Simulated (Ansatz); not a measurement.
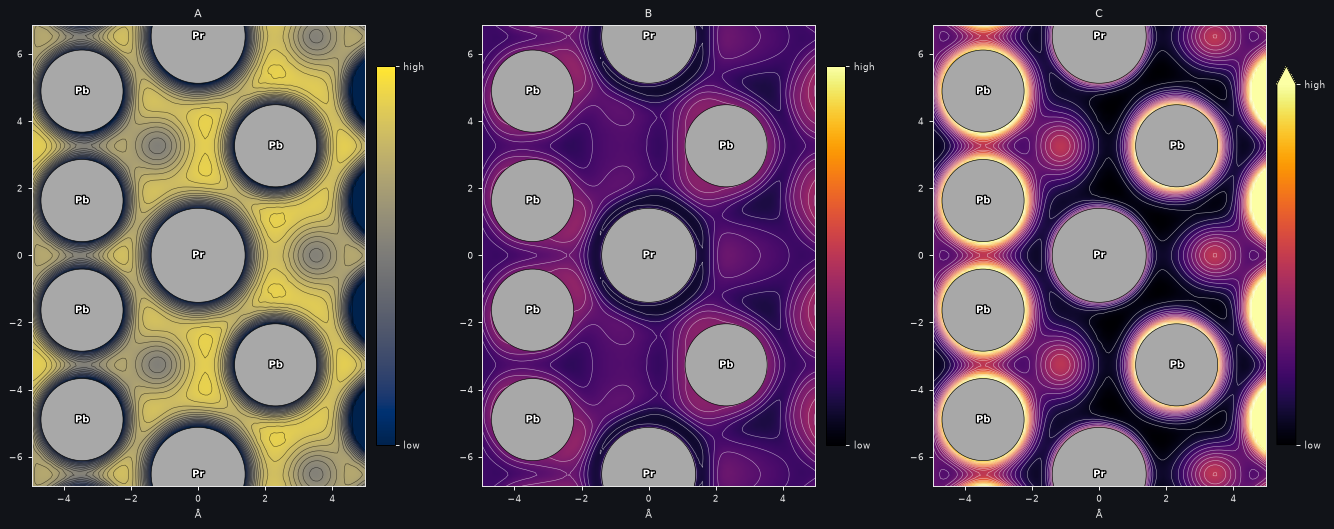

PrPb$_{5}$: 3 fields on the (110) plane of the conventional cell, with unlabelled colour scales. Grey discs cover the atomic cores.

Space group F-43m; a generated structure, not necessarily the stable one; computed without spin polarisation; no Hubbard U on the f states and no spin–orbit coupling.

Theory: DFT PBE, scalar-relativistic, plane waves, PAW; 4f electrons in the core of a trivalent norm-conserving potential (Ansatz).

The calculation's input:

```
crystal:
  lattice:
    - [0.0, 4.6022970448, 4.6022970448]
    - [4.6022970448, 0.0, 4.6022970448]
    - [4.6022970448, 4.6022970448, 0.0]
  atoms:
    - { symbol: Pr, position: [0.5, 0.5, 0.5] }
    - { symbol: Pb, position: [0.1249866298, 0.6250401105, 0.1249866298] }
    - { symbol: Pb, position: [0.1249866298, 0.1249866298, 0.1249866298] }
    - { symbol: Pb, position: [0.6250401105, 0.1249866298, 0.1249866298] }
    - { symbol: Pb, position: [0.1249866298, 0.1249866298, 0.6250401105] }
    - { symbol: Pb, position: [0.75, 0.75, 0.75] }
basis:
  ecutwfc: 660
kpoints:
  mp_grid: { grid: [6, 6, 6] }
hamiltonian:
  xc: pbe
  pseudopotentials:
    kind: paw
    azcp: { Pr: "pseudopotentials/pbe/nc/lanthanide_3plus/Pr.nc.azcp" }
scf:
  occupations: { method: gaussian, width: 0.1 }
output:
  forces: true
  stress: true
  eigenvalues: true
  write_density: true
  write_potential: true
  elf: true
  volumetric_format: npy
relax:
  adjacent_minimum: "off"
  f_tol: 0.01
  max_steps: 80
  cell: { stress_tol: 0.05 }
```

Command:

```sh
ansatz run input.yaml --threads 1 --pin off --max-ram 2816MiB --backend cpu --events-out ev --progress --plain --runs-dir out
```

Below, planes, directions and counts refer to the conventional cell (a = 9.23 Å, b = 9.23 Å, c = 9.23 Å, α = 90.00°, β = 90.00°, γ = 90.00°).

The fields are those of the run's last geometry, not of the input's.

Q: Which field does each panel show? The fields are: electron localisation function, electrostatic potential energy of an electron and valence pseudo-density.

A: Panel A: electrostatic potential energy of an electron (low next to the atoms, rising into the space between them). Panel B: electron localisation function. Panel C: valence pseudo-density. From the grid: Pb–Pb (3.26 Å): ρ is about 0.17 e/Å³ halfway; the ELF is about 0.25 at the midpoint; no localised pair shows between them. Pr–Pb (3.83 Å): ρ at the midpoint is about 0.08 e/Å³; the ELF is about 0.20 at the midpoint and 0.10 at its lowest between the atoms; no shared electron pair shows on this line.
